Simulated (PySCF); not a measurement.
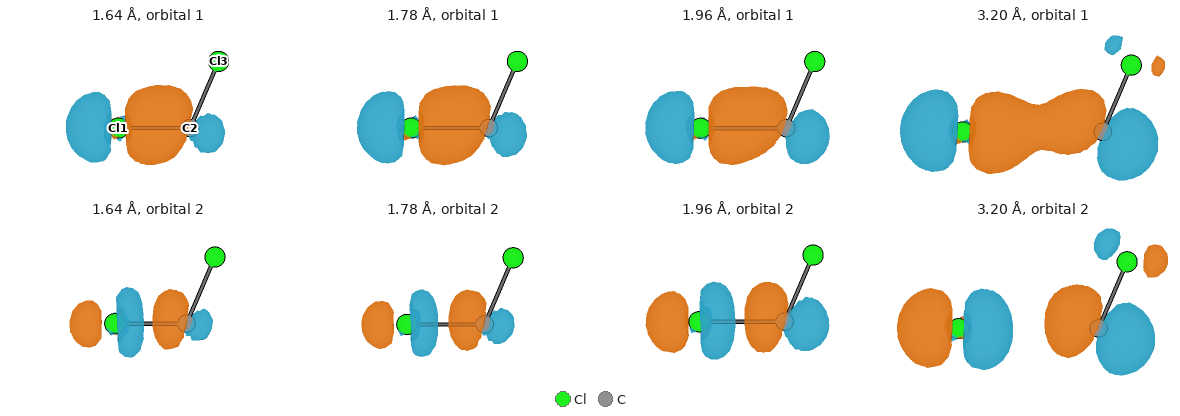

CCl₂, SMILES `Cl[C]Cl`. Rigid stretch of the Cl1–C2 bond. The two CASSCF(2,2) natural orbitals nearest half filling (orbital 1 the more occupied).

PySCF calculation, def2-SVP basis, gas phase; geometry: GFN2-xTB. No frequency check shows the geometry to be a minimum. GFN2-xTB bond lengths at metals and heavier atoms can be off by up to 0.1 Å and shapes distorted, which carries into these values.

> How do the occupations change along the stretch?

1.64 Å: 1.98 and 0.02; 1.78 Å: 1.97 and 0.03; 1.96 Å: 1.94 and 0.06; 3.20 Å: 1.36 and 0.64. At the longest distance computed (4.98 Å) they are 1.02 and 0.98, and the effective number of unpaired electrons is 2.0.

UHF already breaks spin symmetry near equilibrium here (⟨S²⟩ = 0.57 at 1.78 Å), for reasons apart from this bond.

> How much energy does the stretch cost?

By CASSCF, 2.3 eV from the lowest point of the scan (1.78 Å) to 4.98 Å; RHF gives 6.1 eV from its own lowest point. The fragments aren't relaxed and dynamic correlation is missing, so this isn't a bond dissociation energy.

Run time: 22 s on 1 thread of Intel(R) Xeon(R) 6975P-C (Granite Rapids) (shared host), peak memory 0.17 GiB.
